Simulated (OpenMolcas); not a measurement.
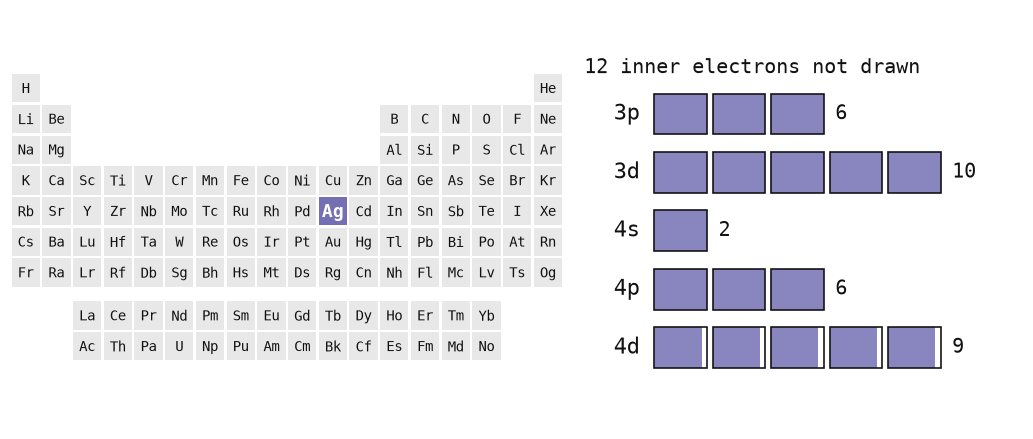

Fig. 1: Left, the place of silver in the periodic table; right, the outer shells of the leading configuration of the lowest level: a box for each of the 2l + 1 orbitals, shaded by the share of the shell that is filled, with the electron count at the right.

## Multiconfigurational calculation, with input and output: Ag²⁺ complex

System: Ag²⁺ with 6 ligands (O; octahedron, 2.196 Å), embedded in MgO by model potentials and point charges, whose field is part of the energies.
Method: state-averaged CASSCF, active space 9 electrons in the shell 4d, basis ANO-RCC-VDZP on the metal and ANO-RCC-VDZP on the ligands, DKH2 scalar Hamiltonian, spin-orbit coupling by RASSI with atomic mean-field integrals (OpenMolcas).

## Key numbers

```tsv
quantity	value
outcome	converged
energy of the lowest spin-free term	−5770.94426 hartree
energy of the lowest spin-orbit level	−5770.94514 hartree
largest spread among components of a term	0.0 cm⁻¹
hardware	1 thread of Arm Neoverse V1, 24 GiB of memory available, shared host
wall time	14 s
peak memory	0.38 GiB
```

## Remarks

Without dynamic correlation the splittings between terms come out too large, often by 20 to 50 %. Limits: orbital doublet at a regular site, Jahn-Teller distortion not allowed for; covalent bonds, ligand orbitals missing from the active space; the geometry is set by hand, with no relaxation.

## Input
```
&GATEWAY
Basis set
Ag.ANO-RCC-VDZP.
Ag1 0.0 0.0 0.0 Angstrom
End of basis
Basis set
O.ANO-RCC-VDZP.
L1 2.196000 0.000000 0.000000 Angstrom
L2 0.000000 2.196000 0.000000 Angstrom
L3 0.000000 0.000000 2.196000 Angstrom
End of basis
Basis set
Mg.EMB-AIMP.Pascual.10s4p.1s1p.ECP.MgO.
PseudoCharge
* 3 symmetry-unique lattice sites within 7.6 angstrom
End of basis
Basis set
Mg.EMB-AIMP.Pascual.0s.0s.ECP.MgO.
PseudoCharge
* 40 symmetry-unique lattice sites within 7.6 angstrom
End of basis
Basis set
O.EMB-AIMP.Pascual.0s.0s.ECP.MgO.
PseudoCharge
* 55 symmetry-unique lattice sites within 7.6 angstrom
End of basis
Symmetry
XYZ
AngMom=0.0 0.0 0.0
AMFI
RICD
XField
997 Angstrom 0
* Evjen-weighted lattice charges
&SEWARD
&RASSCF
FileOrb=start.orb
Symmetry=1
Spin=2
nActEl=9 0 0
Inactive=24 24
Ras2=5 0
CIRoot=5 5 1
SDav=5
CIMx=300
Iter=150 100
PrWF=0.3
OrbListing=Nothing
MaxOrb=0
LevShft=1.0
>>> COPY $Project.JobIph JOB001
&RASSI
NrOfJobIphs=1 5
1 2 3 4 5
IphNames
JOB001
EJob
SpinOrbit
DIPRint=1.0
SOCoupling=1000.0
Subsets=2
Property=9
'ANGMOM' 1 'ANGMOM' 2 'ANGMOM' 3 'MLTPL  1' 1 'MLTPL  1' 2 'MLTPL  1' 3
'AMFI' 1 'AMFI' 2 'AMFI' 3
SOProperty=3
'ANGMOM' 1 'ANGMOM' 2 'ANGMOM' 3
```

The file start.orb holds starting orbitals from an earlier step. A driver script formed the levels outside the program, from RASSI's spin-orbit matrix and the active-space energies, averaged over the components of each term or state.

Command:
```bash
OMP_NUM_THREADS=1 MOLCAS_MEM=2457 MOLCAS_PROJECT=a pymolcas a.inp > a.log  # once for each step of the input, in one work folder
```

## Log (extracts)
```
--- SEWARD ---
Basis set label: AG.ANO-RCC...6S5P3D1F.

      Electronic valence basis set:
      ------------------
      Associated Effective Charge  47.000000 au
      Associated Actual Charge     47.000000 au
      Nuclear Model: Point charge

      Shell  nPrim  nBasis  Cartesian Spherical Contaminant
         s      21       6        X
         p      18       5        X
         d      13       3                 X
         f       6       1                 X
                  Relativistic Douglas-Kroll-Hess integrals:
                    - DKH order of Hamiltonian: 2
                    - DKH order of Properties : 0
                  Atomic mean-field integrals
--- RASSCF ---
Wave function specifications:
      -----------------------------

      Number of closed shell electrons          96
      Number of electrons in active shells       9
      Max number of holes in RAS1 space          0
      Max nr of electrons in RAS3 space          0
      Number of inactive orbitals               48
      Number of active orbitals                  5
      Number of secondary orbitals              98
      Spin quantum number                      0.5
      State symmetry                             1
Orbital specifications:
      -----------------------

      Symmetry species                           1   2
                                                ag  au
      Frozen orbitals                            0   0
      Inactive orbitals                         24  24
      Active orbitals                            5   0
      RAS1 orbitals                              0   0
      RAS2 orbitals                              5   0
      RAS3 orbitals                              0   0
      Secondary orbitals                        46  52
      Deleted orbitals                           0   0
      Number of basis functions                 75  76
      Number of CSFs                             5
      Number of root(s) required                 5
      Iter CI   SX   CI       RASSCF       Energy    max ROT     max BLB   max BLB  Level Ln srch  Step   QN
          iter iter root      energy       change     param      element    value   shift minimum  type update
 Nr of preliminary CI iterations:   1
      Total energies have been shifted. Add                -5000.00 au
        1   1   10    0  -769.03541381    0.00E+00  -6.36E-02   23  57 1 -4.89E-01*  1.57   0.00    SX    NO
        2   1   10    0  -770.48324532   -1.45E+00* -8.01E-02   12  73 2  2.13E-01*  1.29   0.00    SX    NO
        3   1   10    0  -770.81330664   -3.30E-01* -6.70E-02   24  34 2  1.01E-01*  1.15   0.00    SX    NO
        4   1    9    0  -770.86460968   -5.13E-02* -4.60E-02   24  34 2  5.70E-02*  1.09   0.00    SX    NO
        5   1    9    0  -770.88115220   -1.65E-02* -5.21E-02   24  34 2  3.60E-02*  1.06   2.50    LS   YES
        6   1    9    0  -770.89081161   -9.66E-03* -3.32E-02   28  34 1 -1.27E-02*  1.03   1.48    QN   YES
        7   1    9    0  -770.89374417   -2.93E-03* -1.71E-02   19  57 1 -7.02E-03*  1.01   1.56    LS   YES
        8   1    9    0  -770.89417260   -4.28E-04*  5.02E-03   19  57 1 -7.93E-03*  1.00   1.09    QN   YES
        9   1    8    0  -770.89461998   -4.47E-04*  3.68E-03   23  49 1 -3.61E-03*  1.00   1.75    LS   YES
       10   1    8    0  -770.89472062   -1.01E-04*  2.27E-03   24  65 2  2.15E-03*  1.00   1.02    QN   YES
       11   1    7    0  -770.89475643   -3.58E-05*  2.63E-03   12  32 2 -1.14E-03*  1.00   2.18    LS   YES
       12   1    7    0  -770.89477291   -1.65E-05* -2.68E-03    4  31 1 -9.56E-04*  1.00   1.12    QN   YES
       13   1    7    0  -770.89478512   -1.22E-05* -2.61E-03   24  65 2 -6.81E-04*  1.00   1.99    LS   YES
       14   1    7    0  -770.89478911   -3.99E-06* -6.27E-04   29  35 1 -7.75E-04*  0.99   1.01    QN   YES
       15   1    7    0  -770.89479202   -2.91E-06* -3.25E-04   13  33 2 -2.87E-04*  0.99   1.52    LS   YES
       16   1    6    0  -770.89479240   -3.85E-07* -2.78E-04    7  35 2 -2.79E-04*  0.99   1.00    QN   YES
       17   1    6    0  -770.89479284   -4.37E-07* -2.36E-04   24  65 2  9.90E-05   0.99   1.32    QN   YES
       18   1    6    0  -770.89479294   -1.03E-07* -1.08E-04    7  35 2  3.40E-05   0.99   1.36    QN   YES
       19   1    5    0  -770.89479296   -2.00E-08* -6.25E-05   10  37 1  1.75E-05   0.99   1.39    QN   YES
       20   1    5    0  -770.89479297   -4.30E-09  -3.89E-05   12  73 2 -8.18E-06   0.99   1.41    QN   YES
      Convergence after 20 iterations
       21   1    5    0  -770.89479297   -8.92E-10  -3.89E-05   14  34 2  4.35E-06   0.99   1.41    QN   YES
      Natural orbitals and occupation numbers for root  1
      sym 1:   2.000000   2.000000   2.000000   2.000000   1.000000
      Natural orbitals and occupation numbers for root  2
      sym 1:   2.000000   2.000000   1.000000   2.000000   2.000000
      Natural orbitals and occupation numbers for root  3
      sym 1:   2.000000   1.000000   2.000000   2.000000   2.000000
::    RASSCF root number  1 Total energy:  -5770.94425998
::    RASSCF root number  2 Total energy:  -5770.94425998
::    RASSCF root number  3 Total energy:  -5770.86181496
::    RASSCF root number  4 Total energy:  -5770.86181496
::    RASSCF root number  5 Total energy:  -5770.86181496
--- RASSI ---
SPIN-FREE ENERGIES:
  (Shifted by EMIN (a.u.) =      -5770.9442599848)

 SF State       Relative EMIN(au)   Rel lowest level(eV)    D:o, cm**(-1)

     1             0.0000000000        0.0000000000              0.0000
     2             0.0000000000        0.0000000000              0.0000
     3             0.0824450270        2.2434434725          18094.5919
     4             0.0824450270        2.2434434725          18094.5919
     5             0.0824450270        2.2434434725          18094.5919
     Dipole printing threshold changed to   1.00000000E+00
Eigenvalues of complex Hamiltonian:
   -----------------------------------
  (Shifted by EMIN (a.u.) =      -5770.9442599848)

 SO State       Relative EMIN(au)   Rel lowest level(eV)    D:o, cm**(-1)

     1            -0.0008828398        0.0000000001              0.0000
     2            -0.0008828398        0.0000000001              0.0000
     3            -0.0008828398        0.0000000000              0.0000
     4            -0.0008828398        0.0000000000              0.0000
     5             0.0751218313        2.0681924621          16681.0972
     6             0.0751218313        2.0681924621          16681.0972
     7             0.0869894646        2.3911272149          19285.7416
     8             0.0869894646        2.3911272149          19285.7416
     9             0.0869894646        2.3911272149          19285.7416
    10             0.0869894646        2.3911272149          19285.7416
Weights of the five most important spin-orbit-free states for each spin-orbit state.

 SO State  Total energy (au)           Spin-free states, spin, and weights
 -------------------------------------------------------------------------------------------------------
    1        -0.000883       2 0.5  0.9900    3 0.5  0.0059    4 0.5  0.0040    5 0.5  0.0002    1 0.5  0.0000
    2        -0.000883       2 0.5  0.9315    1 0.5  0.0585    3 0.5  0.0066    4 0.5  0.0024    5 0.5  0.0011
    3        -0.000883       1 0.5  0.9900    5 0.5  0.0065    4 0.5  0.0027    3 0.5  0.0008    2 0.5  0.0000
    4        -0.000883       1 0.5  0.9315    2 0.5  0.0585    5 0.5  0.0056    4 0.5  0.0043    3 0.5  0.0001
    5         0.075122       3 0.5  0.3333    4 0.5  0.3333    5 0.5  0.3333    1 0.5  0.0000    2 0.5  0.0000
    6         0.075122       3 0.5  0.3333    4 0.5  0.3333    5 0.5  0.3333    1 0.5  0.0000    2 0.5  0.0000
    7         0.086989       4 0.5  0.5002    5 0.5  0.4892    1 0.5  0.0087    2 0.5  0.0013    3 0.5  0.0006
    8         0.086989       4 0.5  0.5001    5 0.5  0.4892    1 0.5  0.0087    2 0.5  0.0013    3 0.5  0.0006
    9         0.086989       3 0.5  0.6594    5 0.5  0.1707    4 0.5  0.1598    2 0.5  0.0087    1 0.5  0.0013
   10         0.086989       3 0.5  0.6594    5 0.5  0.1707    4 0.5  0.1598    2 0.5  0.0087    1 0.5  0.0013
 -------------------------------------------------------------------------------------------------------
```

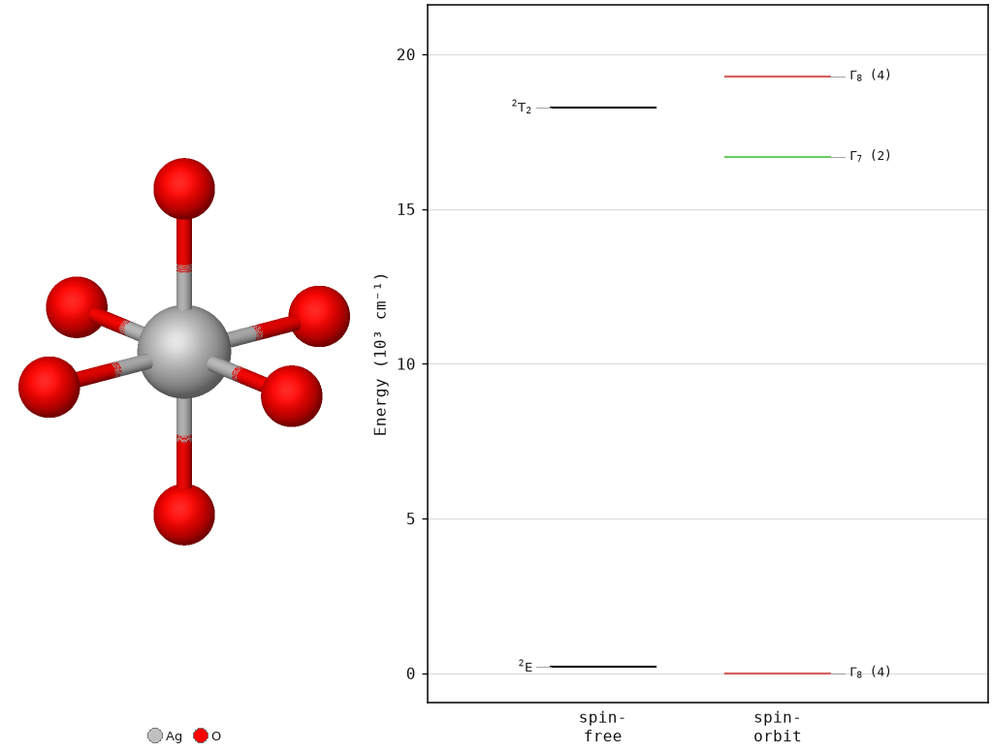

Fig. 2: Ag²⁺ (4d⁹) as a dopant in MgO, a cluster with its 6 nearest O²⁻ at 2.196 Å (octahedron) embedded in model potentials and point charges; the geometry was set, not optimised, and its levels. Labels give the representation in O, Td, D4 or D3 as the site allows (double group for half-integer spin) where it could be assigned and, in brackets, the degeneracy; spin-free states, where drawn, share the zero of the spin-orbit levels. The ground level is Γ₈, 4-fold degenerate, 100 % from states of spin multiplicity 2. The next level lies at 16,700 cm⁻¹ (Γ₇). The lowest spin-free state is ²E; of the same spin there follows at 18,100 cm⁻¹ (²T₂) above it. A ligand-field fit to the spin-free states gives |10Dq| = 18,100 cm⁻¹. The active orbitals hold 74 to 89 % metal character (Löwdin), and the Mulliken charge of the metal is +1.12.
